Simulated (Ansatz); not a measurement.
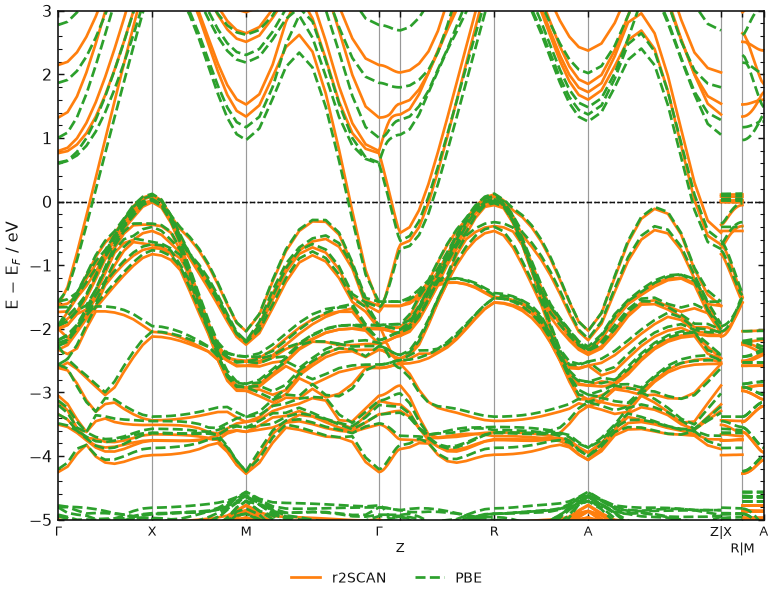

Band structures of CdHg5O6, space group P4/mmm, 12 atoms in the cell, by two methods on the same cell. Each is counted from its own Fermi level.

What changes from one method to the other?

Answer. Both give a metal. The 13 bands that come within 1 eV of the Fermi level differ by 0.11 eV on average and by 0.47 eV at most (between Z and R).

Settings. r2SCAN: DFT r2SCAN, scalar-relativistic, plane waves, PAW, no spin polarisation, 12×12×4 k mesh, 500 eV cutoff (Ansatz 0.2.0). PBE: DFT PBE, scalar-relativistic, plane waves, PAW, no spin polarisation, 12×12×4 k mesh, 420 eV cutoff (Ansatz 0.2.0).

The structure is an invented one, so it need not be a known or stable phase. Spin-orbit coupling is left out, which matters for Hg.
